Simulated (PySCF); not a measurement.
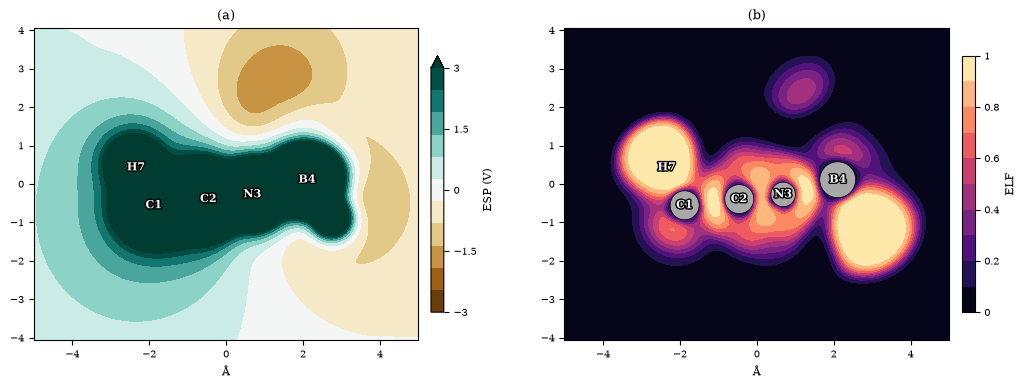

Figure. C$_{3}$H$_{7}$BFN (SMILES CC#[N+][BH2-]CF). (a) molecular electrostatic potential; (b) electron localisation function on the plane of atoms C2, C1 and H7. Grey discs cover the atomic cores in the ELF map.

Geometry: GFN2-xTB.

Computed with PBE0/def2-SVPD, SCF density, gas phase in PySCF.

```yaml
atoms:
  - { symbol: C, position_ang: [2.5279, 0.4305, -0.5900] }
  - { symbol: C, position_ang: [1.2460, -0.1361, -0.3122] }
  - { symbol: N, position_ang: [0.2199, -0.6006, -0.0880] }
  - { symbol: B, position_ang: [-1.1844, -1.0098, 0.0679] }
  - { symbol: C, position_ang: [-2.0262, 0.4006, 0.0196] }
  - { symbol: F, position_ang: [-1.7050, 1.1737, -1.0963] }
  - { symbol: H, position_ang: [2.4500, 1.0806, -1.4619] }
  - { symbol: H, position_ang: [2.8672, 1.0161, 0.2645] }
  - { symbol: H, position_ang: [3.2494, -0.3606, -0.7943] }
  - { symbol: H, position_ang: [-1.4211, -1.7215, -0.8548] }
  - { symbol: H, position_ang: [-1.2958, -1.5384, 1.1268] }
  - { symbol: H, position_ang: [-1.8299, 1.0466, 0.8819] }
  - { symbol: H, position_ang: [-3.1024, 0.2195, -0.0420] }
```

Interpret the plot.

Atoms in the plane: C, N, B and H.
C–N (1.15 Å): the ELF peaks at about 0.85 between the atoms (a multiple bond).
C–C (1.43 Å): the ELF peaks at about 0.95 between the atoms (localised, covalent bonding).
B–N (1.47 Å): the ELF peaks at about 0.95 between the atoms (a polar covalent bond).
C–H (1.09 Å): the ELF climbs to about 1 towards the hydrogen, as it does in any bond to H: a covalent bond by its length.
Outside the dense part of the molecule the potential is most negative (−1.9 V) near F6, which lies off the plane.
